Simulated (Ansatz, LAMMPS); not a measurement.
# Glassy 83P2O5-17Al2O3 (mol %) (80 atoms): where an added charge goes, part 5 of 5

Does an extra electron or hole in glassy 83P2O5-17Al2O3 (mol %) (80 atoms) stay spread out, or do the atoms trap it?

Ansatz 0.2.0; Kohn-Sham DFT, PBE, PAW (set soft_1), plane waves.

The cell: 20 P, 4 Al and 56 O. The quench rate of 6 K/ps is many orders above laboratory rates. The starting topology of bonds comes from the classical model. Only the Γ point is sampled, in a cell whose shortest periodic width is 10 Å.

So far. Step 10 (An extra hole, atoms relaxed): The relaxation converged after 7 steps, 0.185 eV below its start, with a largest force component of 0.041 eV/Å. Step 10 (An extra hole, atoms relaxed): An extra hole, atoms relaxed: the energy stands 2.68 eV below that of the reference, with a moment of 1.00 μB.

## (11) An extra hole, levels at the relaxed geometry

A single point at the new geometry gives levels and spin density.

The input, input.yaml:

```yaml
crystal:
  lattice:
    - [10.19896, 0.0, 0.0]
    - [0.0, 10.19896, 0.0]
    - [0.0, 0.0, 10.19896]
  atoms:
    - { symbol: P, position: [0.42269, 0.93741, 0.87738] }
    - { symbol: P, position: [0.16128, 0.87156, 0.0043] }
    - { symbol: P, position: [0.05118, 0.01865, 0.67874] }
    - { symbol: P, position: [0.7318, 0.69115, 0.22019] }
    - { symbol: P, position: [0.18184, 0.23507, 0.53426] }
    - { symbol: P, position: [0.60526, 0.17933, 0.25529] }
    [... 68 atom lines left out ...]
    - { symbol: O, position: [0.28718, 0.4623, 0.92886] }
    - { symbol: O, position: [0.81639, 0.39373, 0.05872] }
    - { symbol: O, position: [0.6665, 0.95387, 0.45948] }
    - { symbol: O, position: [0.39752, 0.83056, 0.77319] }
    - { symbol: O, position: [0.68913, 0.8019, 0.13556] }
    - { symbol: O, position: [0.28981, 0.20626, 0.64223] }
total_charge: 1
kpoints:
  mp_grid: { grid: [1, 1, 1] }
hamiltonian:
  xc: pbe
  pseudopotentials: { kind: paw, azcp: { folder: soft_1 } }
scf:
  occupations: { method: fermi_dirac, width: 0.01 }
  lower_state_search: "off"
output:
  forces: true
  stress: true
  populations: true
  dos:
    method: { smearing: { sigma: 0.08 } }
    de: 0.1
    projected: { site_lists: { Al: [Al], O: [O], P: [P] } }
  eigenvalues: true
  write_density: true
  write_potential: true
  volumetric_format: npy
magnetization:
  spin_polarized: true
  initial_magnetization: 1
```

Run with:

```console
$ ansatz run input.yaml --threads 4 --pin off --max-ram 8192MiB --backend cpu --events-out ev --progress --plain --runs-dir out
```

Numbers of over 12 decimals in the logs are rounded to 6 here.

The program printed:

```text
[...]
Crystal: 80 atoms, lattice volume = 1060.883 Å³
Basis set: ecut = 420 eV, 20719 PW (Γ), exchange–correlation on 144×144×144 points (8 copies of the dense FFT grid, shifted against one another)
Bands: 304, of which v1, the nominal top of the filled ones, is band 224 counted from 1 (223 counted from 0)
Symmetry: 1 space group operations
[...]
k-points: 1
[...]
Starting moments: Σ|m| = 1 μB on 80 of 80 sites
[...]
SCF iter   1: F=—  HF=-49116.284794 eV  |F-HF|=—  |Δ(HF+E_count)|=         —  Δρ=6.51e-2 (↑6.47e-2 ↓6.51e-2)  dr2=1.59e2  dr2_m=6.59e-2  M=0.508 μB ∫|m|=0.548 μB  β_m=0.30  ethr=3.10e-3  ⟨swp⟩=8.0  Hψ=3228  notcnv=0  defer=62
[...]
SCF iter   4: F=—  HF=-49072.767724 eV  |F-HF|=—  |Δ(HF+E_count)|=    1.83e0  Δρ=1.61e-2 (↑1.32e-2 ↓1.61e-2)  dr2=7.03e0  dr2_m=1.34e-1  M=0.997 μB ∫|m|=1.066 μB  β_m=0.30  ethr=3.10e-3  ⟨swp⟩=2.0  Hψ=706  notcnv=0  defer=152
[...]
SCF iter  13: F=—  HF=-49077.745260 eV  |F-HF|=—  |Δ(HF+E_count)|=    2.34e0  Δρ=1.86e-2 (↑1.43e-2 ↓1.86e-2)  dr2=1.85e1  dr2_m=6.57e-2  M=1.000 μB ∫|m|=1.107 μB  β_m=0.30  ethr=4.74e-4  ⟨swp⟩=3.5  Hψ=1001  notcnv=0  defer=150
[...]
SCF iter  15: F=—  HF=-49073.019014 eV  |F-HF|=—  |Δ(HF+E_count)|=   6.93e-1  Δρ=1.23e-2 (↑6.86e-3 ↓1.23e-2)  dr2=6.35e0  dr2_m=1.13e-1  M=1.000 μB ∫|m|=1.108 μB  β_m=0.34  ethr=4.74e-4  ⟨swp⟩=3.5  Hψ=1085  notcnv=0  defer=152
[...]
SCF iter  41: F=-49072.102209 eV  HF=-49072.102209 eV  |F-HF|=1.27e-8  |Δ(HF+E_count)|=  3.06e-10  Δρ=9.37e-7 (↑1.40e-7 ↓9.37e-7)  dr2=1.54e-8  dr2_m=2.27e-9  M=1.000 μB ∫|m|=1.100 μB  β_m=0.55  ethr=3.41e-12  ⟨swp⟩=8.0  Hψ=3184  notcnv=0
SCF iter  42: F=-49072.102209 eV  HF=-49072.102209 eV  |F-HF|=3.70e-9  |Δ(HF+E_count)|=  5.09e-11  Δρ=4.66e-7 (↑1.13e-7 ↓4.66e-7)  dr2=4.36e-9  dr2_m=4.49e-10  M=1.000 μB ∫|m|=1.100 μB  ethr=3.41e-12  ⟨swp⟩=8.0  Hψ=3188  notcnv=0
SCF 1 converged in 42 iterations: F = -49072.102209 eV  dr2 = 4.36e-9
[...]
SCF converged after 42 iterations
Magnetization: 1.0000 μB (224.0000 up, 223.0000 down)
Absolute magnetization: 1.1004 μB (∫|ρ↑−ρ↓|, with the PAW one-centre terms)
[...]
Per-site moments (μB) at R_I (Å): [(-8.038621778857112e-6, 0.611315), (-0.000298129, 0.604737), (3.85651934668868e-5, 0.601020), (-6.2627340618596105e-6, 0.613259), (3.08957732481098e-5, 0.602098), [...]
Free energy (F): -49072.102209 eV
[...]
Internal energy: -49072.092602 eV  (E = F + TS)
E sigma→0 (E₀):  -49072.097405 eV
Entropy (-TS):   -0.009607 eV (-0.120 meV/atom)
Fermi energy:    2.463771 eV
[...]
Σ components = -49072.102209   (vs F -49072.102209, Δ=0.00e0)
--- Forces (eV/Å), atoms counted from 1 ---
  atom   1  P      0.03669924     0.02606522    -0.01492029
  atom   2  P     -0.02478207    -0.00705613    -0.03573503
  atom   3  P     -0.00441070     0.00235979    -0.00598504
  atom   4  P      0.02305986     0.00595752    -0.00919192
[...]
atom  80  O     -0.00290858     0.01438101     0.00089899
  max |Σ_I F_I| component: 1.40e-5 eV/Å
--- Stress (GPa, compression-positive) ---
        0.857961       0.091395       1.368251
        0.091391      -0.786913       0.617429
        1.368249       0.617430       1.062159
  P = ⅓ Tr σ = 0.3777 GPa (3.777 kbar)
--- Band table (eV) ---
[...]
--- Löwdin populations: 80 sites ---
  site symbol       q [e]    m [muB]
     0      P      2.7987    -0.0001
     1      P      2.8742    -0.0039
     2      P      2.8727    -0.0014
[...]
79      O      6.6821     0.0003
  spilling = 0.017115 (of n_electrons = 447.000000)
```

Wall time 27 s (4 threads of AMD EPYC 9R45, shared host); peak memory 2 GiB; 1.7 min of CPU time.

An extra hole, levels at the relaxed geometry: the energy stands 2.68 eV below that of the reference, with a moment of 1.00 μB.

A closer look about O71, which holds the most spin: 12 atoms, nearest first, numbered in the order of the input, with positions taken from that point.

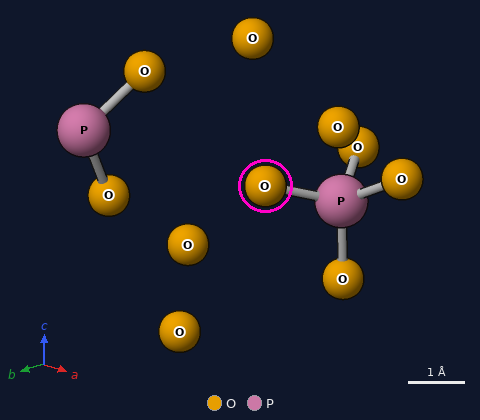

The atoms of the table, within 3.5 Å (arrows a, b, c point along x, y, z); some may hide others; the central atom is ringed.

```csv
atom,x,y,z,distance (Å),Löwdin charge (e),moment (μB)
O71,0.00,0.00,0.00,0.00,-0.60,0.29
P17,1.42,-0.55,-0.07,1.52,2.14,0.00
O33,2.16,0.11,-1.23,2.49,-0.72,0.08
O45,1.40,-2.08,-0.01,2.51,-0.71,0.08
O38,2.27,-0.16,1.25,2.60,-0.70,0.00
O61,-1.69,1.42,2.10,3.05,-0.76,0.00
O36,-1.00,2.97,0.25,3.14,-0.68,0.00
O48,-2.00,-1.57,1.98,3.22,-0.76,0.00
O47,0.27,2.40,-2.17,3.25,-0.67,0.00
O55,1.22,3.09,-0.13,3.33,-0.70,0.00
O70,-1.36,-3.11,0.09,3.40,-0.74,0.00
P9,-2.27,2.38,1.06,3.46,2.11,0.00
```

The distance from O71 to O33 changes most, from 2.55 Å in the neutral cell to 2.49 Å.

The levels nearest the highest filled one (over half full), pooled over k-points and spins:

```csv
level less the highest filled one (eV),occupation
-0.116,1
-0.116,1
-0.0446,0.997
0,0.821
0.0303,0.181
4.47,0
4.48,0
5.41,0
```

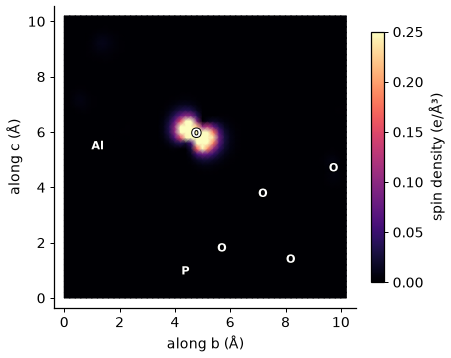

Spin density in the bc plane at fractional x = 0.670, with atoms of P and Al and O within 0.2 Å of it.

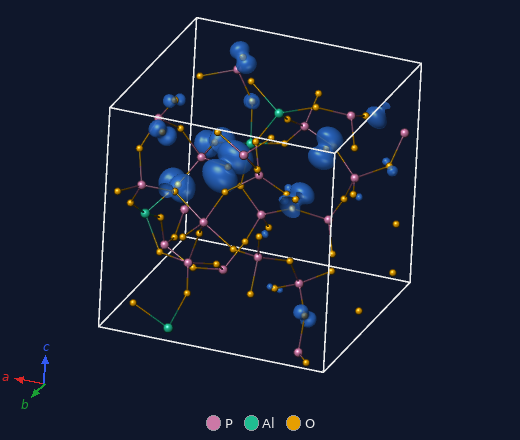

Surface of spin density = 0.016 e/Å³, which holds about 70 % of the integral of its size. Bonds to atoms that aren't drawn are left out.

## (12) Neutral at the geometry of the hole

The neutral cell at the new geometry gives the energy of that geometry without the charge.

Input and log are left out; they have the form of those shown for this kind of step.

Run time: 6.7 s. Hardware: 4 threads of AMD EPYC 9R45, shared host; peak memory 1.3 GiB.

Neutral at the geometry of the hole: the energy stands 0.336 eV above that of the reference.

## (13) Energies and spread of the extra charge

Energies are differences within one cell and functional; the shift is the gain plus the neutral cell's energy at the new geometry, that is how much cheaper the vertical process becomes there. The spread is the participation number of the site moments (1/Σw², over the spin inside atomic spheres), with the atom that holds the largest share and the spin that the spheres hold in all.

```csv
carrier,"charged less neutral, atoms held (eV)",gain on relaxing (eV),"neutral cell at that geometry, less the reference (eV)",shift of the vertical energy (eV),"spread, atoms held","spread, relaxed"
electron,6.904,0.836,2.117,2.953,47; P8 5 % of 0.41 μB,6; P8 28 % of 0.50 μB
hole,-2.500,0.185,0.336,0.520,13; O71 21 % of 0.71 μB,5; O71 40 % of 0.72 μB
```

## (14) What came out

The extra electron gains 0.84 eV as the atoms relax, and its spin goes from about 47 to 6 atoms: the atoms trap it, with the largest share on P8. The P8–O47 distance goes from 1.65 to 1.95 Å. With the atoms held, the spheres hold only 0.41 of the 0.97 μB, so the spread is read from a small part of the spin. The extra hole gains 0.18 eV as the atoms relax, and its spin goes from about 13 to 5 atoms: a partial localisation as the atoms move, with the largest share on O71. The hole is shared among 2 partly filled levels, as near-degenerate levels under the smearing give, and as self-interaction favours. Adding the two vertical energies gives 4.40 eV, against a gap of 3.72 eV in the neutral cell. The zero of the potential cancels in this sum; the excess isn't taken apart here: charging of a small cell, filling of bands on a coarse mesh and the attraction to the background can all enter.

**Limits.** Single energies of charged cells hang on the program's zero of potential. In the spin-polarised runs the search for a state of lower energy was switched off. No distortion was seeded, so a trapped state behind a barrier can't be found. Local and semilocal functionals favour spread-out charges, so trapping can be missed. Charged cells carry a uniform background, with no correction for images.

The DFT runs together took 6.4 min of wall time.

[Logs are printed without paths, hosts, clocks, repeated set-up lines and the standing remarks that a program may print on its own settings, such as how far it seeks lower states.]

[Hosts, paths, dates, database ids (printed as entryN), source tags and the programs' standing remarks are cut or masked in the printed files.]
